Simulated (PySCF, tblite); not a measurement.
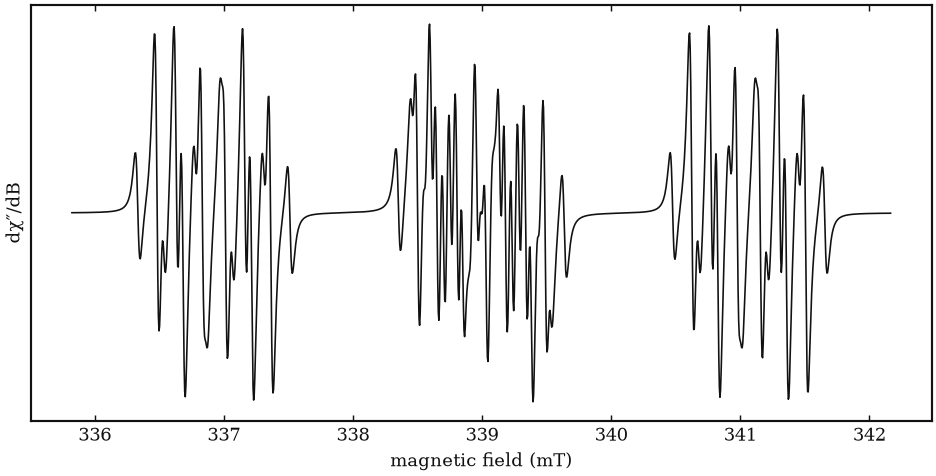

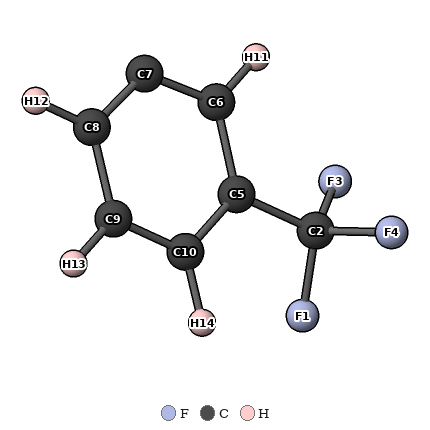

First-order isotropic EPR spectrum (fast tumbling, first derivative) of C₇H₄F₃, SMILES FC(F)(F)c1c[c]ccc1, doublet at 9.50 GHz, Lorentzian lines of 0.06 mT full width at half height, from computed g and hyperfine couplings (B3LYP/pcH-1, PySCF, at a GFN2-xTB geometry (a minimum by its frequencies), gas phase); values of one conformer, averaged over methyl-type rotors alone; no vibrational averaging; dilute isotopes left out. The SMILES is one Lewis form and needn't show where the spin sits.

### Which couplings does the calculation give? The spectrum shows the sizes of those above the line width, not their signs.

```tsv
nuclei	isotope	a (mT)	a (MHz)
H11	¹H	2.12	59.5
H12	¹H	2.02	56.5
H13	¹H	0.53	15.0
H14	¹H	0.21	5.7
F1, F3, F4	¹⁹F	0.15	4.2
```

### What is the g value, and how wide is the spectrum?

g_iso = 2.0023, which centres the spectrum at 339.0 mT; it spans 5.3 mT.

Note: the tight-binding geometry is rougher than a DFT one and adds to the error.
